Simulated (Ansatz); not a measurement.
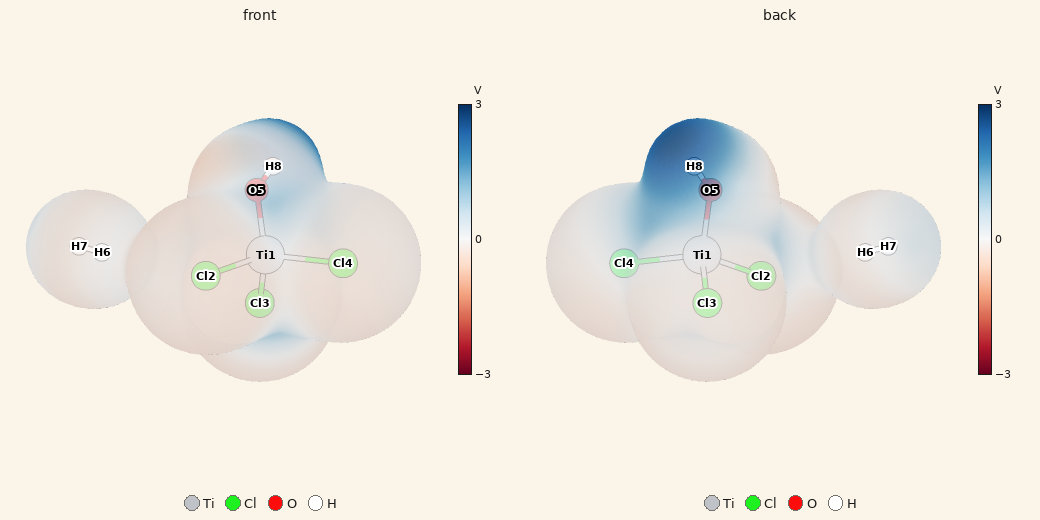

The picture shows: Cl$_{3}$HOTi···H$_{2}$. The electrostatic potential painted on the density surface at 0.001 e/bohr³, seen from the front and from behind; the colour scale runs from red (negative) to blue (positive).

Level of theory: RKS revPBE/def2-SVP (Ansatz 0.2.0).

| atom | x (Å) | y (Å) | z (Å) |
| --- | --- | --- | --- |
| Ti | -0.8858 | 0.7004 | 0.3068 |
| Cl | 0.5014 | 1.5153 | -1.2055 |
| Cl | -2.1014 | -0.9373 | -0.5265 |
| Cl | -2.2357 | 2.2695 | 1.0635 |
| O | 0.0492 | 0.0662 | 1.6619 |
| H | 2.2201 | -1.2832 | -1.8410 |
| H | 2.6016 | -1.9369 | -1.9574 |
| H | -0.1493 | -0.3941 | 2.4983 |

### Describe the electrostatic potential map.

The most negative region (about −0.4 V, or −9 kcal/mol for a unit charge) lies over O5, the most positive (about +2.6 V, or +60 kcal/mol for a unit charge) over H8.
